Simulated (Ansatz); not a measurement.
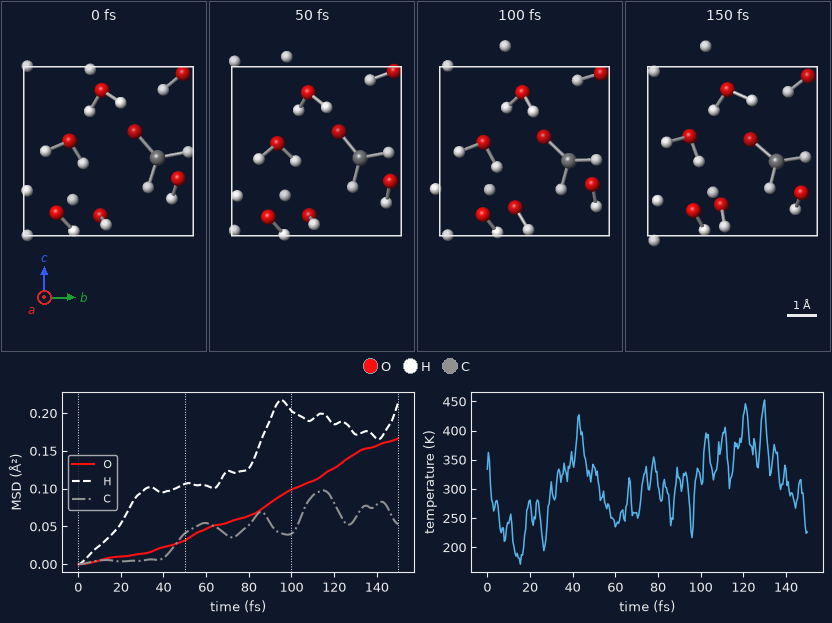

First-principles dynamics of a periodic cell with 6 H2O + 1 H2CO at 1.057 g/cm³, 150 fs long. Frames and the history of the run. A ball-and-stick model of the simulation cell, seen along the a axis.

These are results of DFT PBE, scalar-relativistic, plane waves, PAW (Ansatz 0.2.0), not measurements. Set-up: plane-wave cutoff 420 eV; k-point mesh 1 × 1 × 1; Fermi-Dirac smearing 0.05 eV; low-accuracy preset; Langevin thermostat (NVT); set temperature 350 K; time step 0.5 fs; friction 0.02 per fs.

What do the frames and curves show?

Over the second half the temperature averages 333 K (spread ±49 K). The potential energy in the second half lies on average 31.2 meV per atom above the first frame. In the second half of the run the atoms are, in the root-mean-square, this far from where they began (common drift taken out): H 0.43 Å, O 0.34 Å, C 0.26 Å. The heavy atoms stay within a fraction of a molecule's size of their starting places; so short a run doesn't tell a liquid from a solid.

Limits of the set-up: the program's low-accuracy preset was used; the periodic images lie only 6.0 Å apart, so the values are limited by the cell's size.
